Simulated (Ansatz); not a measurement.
CaPdF4, pressure series

The parent structure is CaPdF4 (space group I4/mcm, No. 140; a cell from a computed database, its experimental status unchecked).

```
CaPdF4
1.0
   -2.76470     2.76470     5.26383
    2.76470    -2.76470     5.26383
    2.76470     2.76470    -5.26383
Ca Pd F
2 2 8
Direct
  0.75000   0.75000   0.00000
  0.25000   0.25000   0.00000
  0.00000   0.50000   0.50000
  0.50000   0.00000   0.50000
  0.95940   0.45940   0.14681
  0.04060   0.54060   0.85319
  0.45940   0.31259   0.50000
  0.54060   0.68741   0.50000
  0.31259   0.81259   0.85319
  0.68741   0.18741   0.14681
  0.81259   0.95940   0.50000
  0.18741   0.04060   0.50000
```

Cell and atoms are relaxed at each pressure.

Computed with plane-wave PAW DFT at the r2SCAN level (Ansatz, a quantum-chemistry and plane-wave program, 500 eV), no spin-orbit coupling.

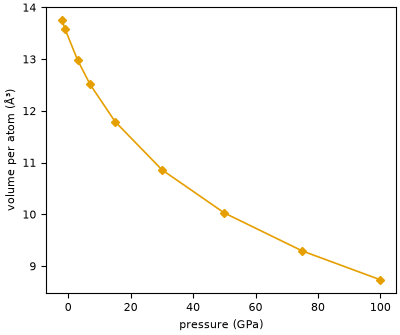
Figure: Volume against pressure

Problem. Estimate the zero-pressure bulk modulus from the plot.

Solution. About 90 GPa; a third-order Birch–Murnaghan fit to the points gives V₀ = 13.40 Å³/atom, B₀ = 90 GPa and B₀′ = 4.4.

Between the base and pressure 7 GPa the gap moves from 1.48 eV to 1.51 eV, a mean slope of 4.4 meV/GPa.

Load acts through the strain it causes; cell and atoms are relaxed under it. No phonon test of stability was made. No other phases were tried under pressure.
